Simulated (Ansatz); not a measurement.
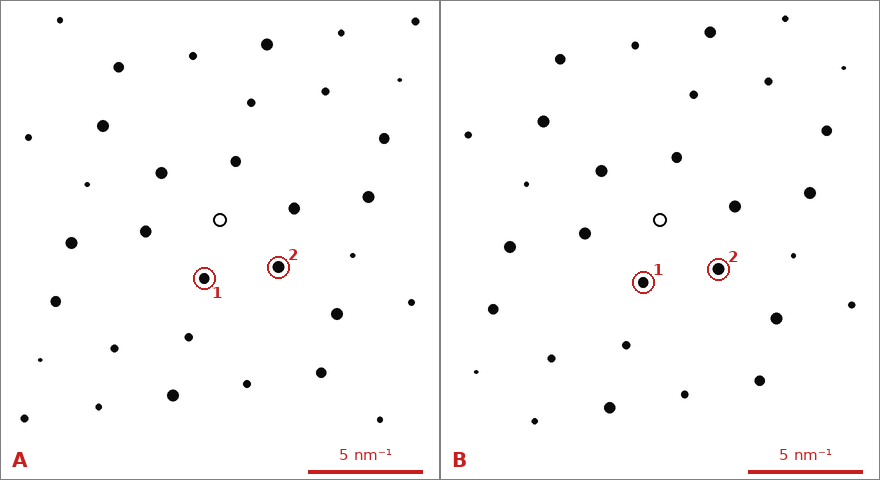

Kinematic electron diffraction patterns (200 kV, B = 0.5 Å², same scale) along [101] of the run's own cell, for the start and the end of one relaxation of ReSb with DFT PBE, scalar-relativistic, plane waves, PAW (Ansatz 0.2.0). k mesh 10×10×6. The start is a generated model structure, and the relaxation ends in the nearest stationary point of its symmetry, not necessarily the ground state. Spot 1 is 0 -1 0 and spot 2 is 1 -1 -1 in both.

Start structure:

```yaml
crystal:
  lattice:
    - [4.04307, 0.00000, 0.00000]
    - [-2.02153, 3.50140, 0.00000]
    - [0.00000, 0.00000, 5.63505]
  atoms:
    - { symbol: Re, position: [0.00000, 0.00000, 0.00000] }
    - { symbol: Re, position: [0.00000, 0.00000, 0.50000] }
    - { symbol: Sb, position: [0.33333, 0.66667, 0.25000] }
    - { symbol: Sb, position: [0.66667, 0.33333, 0.75000] }
```

Which pattern belongs to the start structure, and which to the relaxed one?

Answer. B is the start: its cell gives d(1) = 3.501 Å, d(2) = 2.974 Å and an angle of 64.9°. A is the relaxed structure, with d(1) = 3.744 Å (+6.9 %), d(2) = 3.021 Å (+1.6 %) and 66.2°.

What did the relaxation do to the structure and the energy?

Answer. The volume changed by +3.8 % to 20.70 Å³ an atom; the fractional coordinates hardly changed; the space group stayed P6_3/mmc (No. 194); the free energy fell by 180 meV an atom. Relaxed cell: a = 4.323 Å, b = 4.323 Å, c = 5.115 Å, α = 90.00°, β = 90.00°, γ = 120.00°.
